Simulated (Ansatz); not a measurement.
# F2H3NSiTe: two geometries relaxed

Aim: relax the geometries before and after the inversion of the pyramid at N1, and see whether they are two minima and how far apart in energy. SMILES of the start: N[Si](F)(F)[TeH].

Method: RKS B3LYP-D4/def2-SVP, in Ansatz 0.2.0.

## 1. The starting structure

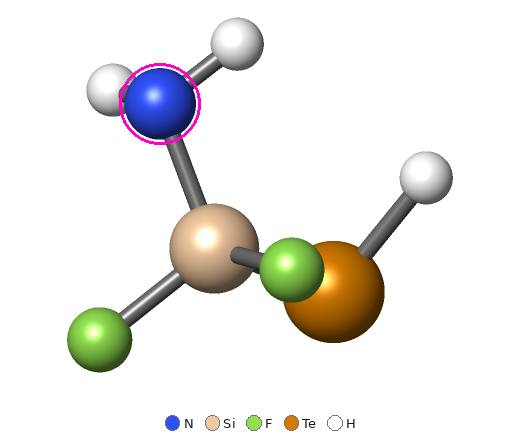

Start, viewed from a chosen angle; nitrogen blue, silicon light orange, fluorine green, tellurium orange, hydrogen white. Ringed: N1.

Coordinates:

```xyz
8

N     0.3959    1.3179    0.0102
Si    0.4800   -0.3536   -0.4976
F     2.0780   -0.7861   -0.5833
F    -0.1473   -0.5441   -2.0184
Te   -0.6856   -1.7951    1.1420
H    -0.6727    1.5882    0.0783
H     0.7731    1.4328    0.9651
H    -2.1293   -0.9172    0.8479
```

## 2. End point A

File input.yaml:

```yaml
crystal:
  periodic: [false, false, false]
  atoms:
    - { symbol: "N", position_ang: [0.3959, 1.3179, 0.0102] }
    - { symbol: Si, position_ang: [0.48, -0.3536, -0.4976] }
    - { symbol: F, position_ang: [2.078, -0.7861, -0.5833] }
    - { symbol: F, position_ang: [-0.1473, -0.5441, -2.0184] }
    - { symbol: Te, position_ang: [-0.6856, -1.7951, 1.142] }
    - { symbol: H, position_ang: [-0.6727, 1.5882, 0.0783] }
    - { symbol: H, position_ang: [0.7731, 1.4328, 0.9651] }
    - { symbol: H, position_ang: [-2.1293, -0.9172, 0.8479] }
basis:
  gaussian: { orbitals: def2-SVP }
hamiltonian:
  xc: b3lyp
  dispersion: d4
relax:
  f_tol: 0.015
  max_steps: 40
```

Command:

```
> ansatz run input.yaml --threads 2 --pin off --max-ram 3072MiB --backend cpu --events-out ev --progress --plain --runs-dir out
```

Standard output, shortened:

```text
Warning: RAYON_NUM_THREADS=2 ignored (pool sized by the plan → 2); use --threads N
[...]
Functional definition: B3LYP
[...]
1145 factors; integrals over basis functions are off by at most 3.8e-4 eV
[...]
mean field -22142.50432088 eV, -813.7220250640 hartree, gradient 5.0e-6 eV, S^2 0.000000; 0 other end points of the search recorded, 0 dependent functions left out
[...]
reference -22142.50455374 eV, -813.7220336215 hartree; 33, 33 occupied and 68, 68 virtual orbitals, 1145 factors
relax step   1: F+E_penalty+E_count = -22142.86634532 eV  Δ(F+E_penalty+E_count) = +0.000e0 eV  max|allowed force component| = 2.669e0 eV/Å  Δτ_max = 0.0000 Å  (28 SCF iters, accepted)
[...]
relax step   5: F+E_penalty+E_count = -22143.24524327 eV  Δ(F+E_penalty+E_count) = -4.930e-2 eV  max|allowed force component| = 5.068e-1 eV/Å  Δτ_max = 0.2000 Å  (28 SCF iters, accepted)
[...]
relax step   9: F+E_penalty+E_count = -22143.29098007 eV  Δ(F+E_penalty+E_count) = +8.277e-3 eV  max|allowed force component| = 5.951e-1 eV/Å  Δτ_max = 0.0630 Å  (29 SCF iters, rejected (line search))
[...]
relax step  13: F+E_penalty+E_count = -22143.31169499 eV  Δ(F+E_penalty+E_count) = +5.372e-4 eV  max|allowed force component| = 1.423e-1 eV/Å  Δτ_max = 0.0297 Å  (30 SCF iters, rejected (line search))
[...]
relax step  16: F+E_penalty+E_count = -22143.31260708 eV  Δ(F+E_penalty+E_count) = +1.905e-4 eV  max|allowed force component| = 3.203e-2 eV/Å  Δτ_max = 0.0155 Å  (24 SCF iters, rejected (line search))
[...]
relax step  17: F+E_penalty+E_count = -22143.31289584 eV  Δ(F+E_penalty+E_count) = -9.824e-5 eV  max|allowed force component| = 6.708e-3 eV/Å  Δτ_max = 0.0078 Å  (24 SCF iters, accepted)
1145 factors; integrals over basis functions are off by at most 4.3e-4 eV
[...]
mean field -22142.95280572 eV, -813.7385065777 hartree, gradient 9.9e-6 eV, S^2 0.000000; 1 other end points of the search recorded, 0 dependent functions left out
[...]
reference -22142.95303807 eV, -813.7385151163 hartree; 33, 33 occupied and 68, 68 virtual orbitals, 1145 factors
Total energy: -22143.31312819 eV, -813.7517481843 hartree
Atom 0 at     0.174629     1.231994     0.128905 Å, force    -0.002527    -0.006187    -0.006708 eV/Å
Atom 1 at     0.379344    -0.348169    -0.447507 Å, force    -0.000707     0.004948    -0.001226 eV/Å
Atom 2 at     1.915901    -0.840414    -0.621190 Å, force     0.003151    -0.002046    -0.000903 eV/Å
Atom 3 at    -0.220387    -0.352735    -1.950078 Å, force    -0.000018    -0.000176     0.001104 eV/Å
Atom 4 at    -0.596118    -2.057577     1.074121 Å, force     0.000089    -0.003439     0.002728 eV/Å
Atom 5 at     0.161638     2.031955    -0.496072 Å, force     0.000700     0.003837     0.001822 eV/Å
Atom 6 at     0.307532     1.481656     1.101712 Å, force     0.000255     0.001659     0.003599 eV/Å
Atom 7 at    -2.030440    -1.203909     1.154311 Å, force    -0.000943     0.001404    -0.000415 eV/Å
Dipole moment:    -0.139208     0.449357     0.350765 e Å
```

Wall time 59 s (2 threads of Arm Neoverse V1, shared host); peak memory 0.24 GiB.

Step by step:

```tsv
step	energy from step 1 (eV)	largest force component (eV/Å)
1	0.0000	2.6690
2	-0.2052	1.3689
3	-0.2755	0.7240
4	-0.3296	1.7401
5	-0.3789	0.5068
6	-0.3896	0.2807
7	-0.3992	0.5532
8	-0.4329	0.1859
9x	-0.4246	0.5951
10	-0.4381	0.1267
11	-0.4446	0.0740
12	-0.4459	0.0885
13x	-0.4454	0.1423
14	-0.4464	0.0461
15	-0.4465	0.0431
16x	-0.4463	0.0320
17	-0.4466	0.0067
```

Step 1 is the start. 3 steps were tried and not accepted (marked x).

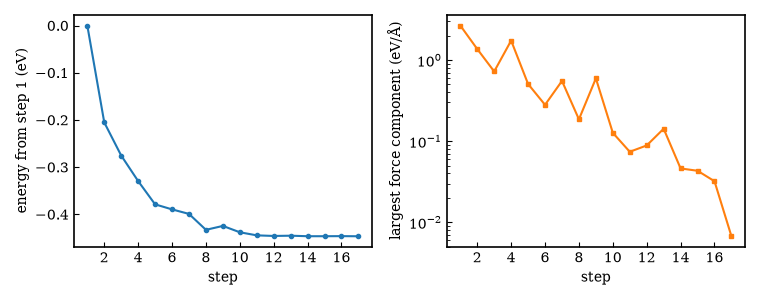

How energy and force went from step to step.

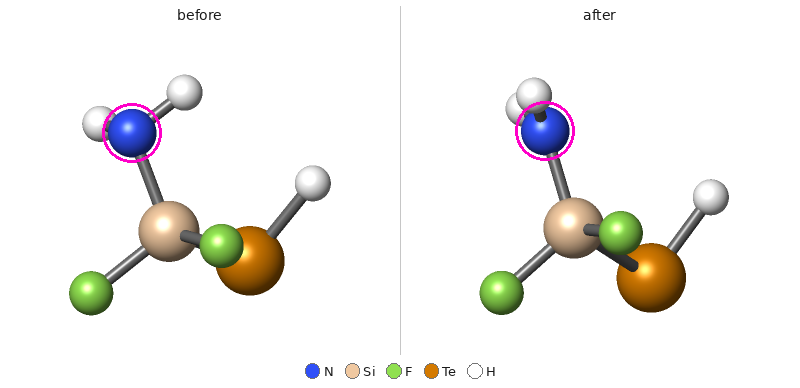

The structure before (left) and after (right), drawn at the same scale.

After: Bond lengths: N1–Si2 1.694 Å, Si2–F3 1.623 Å, Si2–F4 1.618 Å, Si2–Te5 2.488 Å, N1–H6 1.015 Å, N1–H7 1.013 Å, Te5–H8 1.671 Å. Angles: N1–Si2–F3 115.7°, N1–Si2–F4 105.9°, N1–Si2–Te5 112.7°, F3–Si2–F4 104.5°, F3–Si2–Te5 103.2°, F4–Si2–Te5 114.9°, Si2–N1–H6 121.8°, Si2–N1–H7 122.7°, H6–N1–H7 113.5°, Si2–Te5–H8 90.9°.

## 3. End point B

The second end starts from a geometry with the move made by hand.

input.yaml, as its differences from that of step 2:

```diff
@@ -8,4 +8,4 @@
     - { symbol: Te, position_ang: [-0.6856, -1.7951, 1.142] }
-    - { symbol: H, position_ang: [-0.6727, 1.5882, 0.0783] }
-    - { symbol: H, position_ang: [0.7731, 1.4328, 0.9651] }
+    - { symbol: H, position_ang: [0.08493, 1.91331, -0.86638] }
+    - { symbol: H, position_ang: [1.3311, 1.67225, 0.26934] }
     - { symbol: H, position_ang: [-2.1293, -0.9172, 0.8479] }
```

Command:

```
> ansatz run input.yaml --threads 2 --pin off --max-ram 3072MiB --backend cpu --events-out ev --progress --plain --runs-dir out
```

Standard output, shortened:

```text
Warning: RAYON_NUM_THREADS=2 ignored (pool sized by the plan → 2); use --threads N
[...]
[... 1 set-up line as earlier in the session ...]
[...]
1142 factors; integrals over basis functions are off by at most 4.1e-4 eV
[...]
mean field -22142.53483100 eV, -813.7231462900 hartree, gradient 3.3e-5 eV, S^2 0.000000; 0 other end points of the search recorded, 0 dependent functions left out
[...]
reference -22142.53506866 eV, -813.7231550241 hartree; 33, 33 occupied and 68, 68 virtual orbitals, 1142 factors
relax step   1: F+E_penalty+E_count = -22142.89130040 eV  Δ(F+E_penalty+E_count) = +0.000e0 eV  max|allowed force component| = 2.851e0 eV/Å  Δτ_max = 0.0000 Å  (27 SCF iters, accepted)
[...]
relax step   4: F+E_penalty+E_count = -22143.21951836 eV  Δ(F+E_penalty+E_count) = -9.311e-2 eV  max|allowed force component| = 8.174e-1 eV/Å  Δτ_max = 0.2000 Å  (29 SCF iters, accepted)
[...]
reference -22142.95299702 eV, -813.7385136077 hartree; 33, 33 occupied and 68, 68 virtual orbitals, 1142 factors
Total energy: -22143.31312510 eV, -813.7517480709 hartree
Atom 0 at     0.438310     1.292376    -0.244570 Å, force     0.008405    -0.006778     0.013196 eV/Å
Atom 1 at     0.508294    -0.362568    -0.603161 Å, force     0.001217     0.010781    -0.005840 eV/Å
Atom 2 at     1.997372    -0.998750    -0.713438 Å, force    -0.002379     0.003256     0.000332 eV/Å
Atom 3 at    -0.110913    -0.518966    -2.089467 Å, force    -0.000547    -0.004396    -0.003863 eV/Å
Atom 4 at    -0.581812    -1.765025     1.138145 Å, force    -0.000411    -0.004707     0.003816 eV/Å
Atom 5 at     0.490146     2.000321    -0.970631 Å, force    -0.000233    -0.001484     0.004178 eV/Å
Atom 6 at     0.608749     1.655715     0.686108 Å, force    -0.003773     0.001514    -0.012538 eV/Å
Atom 7 at    -1.942417    -0.795742     1.100775 Å, force    -0.002279     0.001815     0.000717 eV/Å
Dipole moment:    -0.093718     0.500795     0.287742 e Å
```

Run time: 44 s. Hardware: 2 threads of Arm Neoverse V1, shared host; peak memory 0.24 GiB.

Relaxation path:

```tsv
step	energy from step 1 (eV)	largest force component (eV/Å)
1	0.0000	2.8513
2	-0.1587	1.2503
3	-0.2351	0.8409
4	-0.3282	0.8174
5	-0.3784	0.2846
6	-0.4049	0.2097
7	-0.4187	0.1196
8	-0.4192	0.2244
9	-0.4201	0.1043
10	-0.4211	0.0873
11	-0.4213	0.0498
12	-0.4214	0.0331
13	-0.4216	0.0132
```

Step 1 is the start.

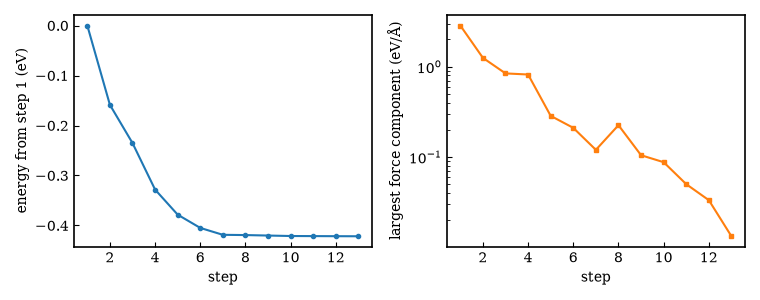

Energy and largest force along the relaxation.

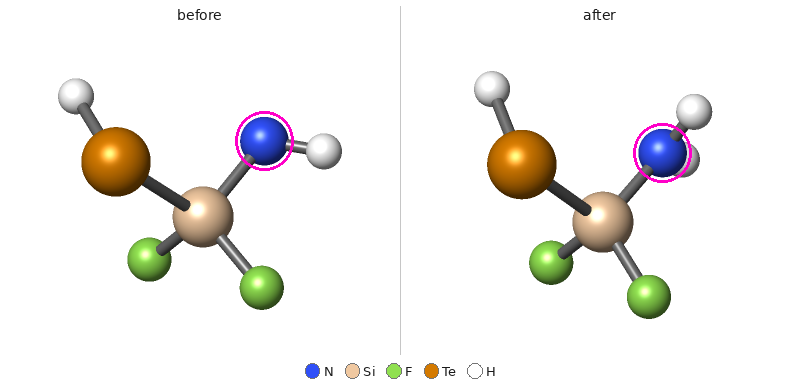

Before and after, at one scale.

After: Bond lengths: N1–Si2 1.695 Å, Si2–F3 1.623 Å, Si2–F4 1.618 Å, Si2–Te5 2.487 Å, N1–H6 1.015 Å, N1–H7 1.014 Å, Te5–H8 1.671 Å. Angles: N1–Si2–F3 115.8°, N1–Si2–F4 105.8°, N1–Si2–Te5 112.6°, F3–Si2–F4 104.5°, F3–Si2–Te5 103.2°, F4–Si2–Te5 114.9°, Si2–N1–H6 121.8°, Si2–N1–H7 122.5°, H6–N1–H7 113.5°, Si2–Te5–H8 90.8°.

## 4. Summary of results

```
                           quantity                     value
                              end A  13 moves, 0.447 eV lower
                              end B  12 moves, 0.422 eV lower
largest difference between the ends                    0.00 Å
            end B relative to end A                 +0.000 eV
```

In words: The two relaxations end at one structure, within 0.00 Å: no second minimum was found from this start, which doesn't rule one out.
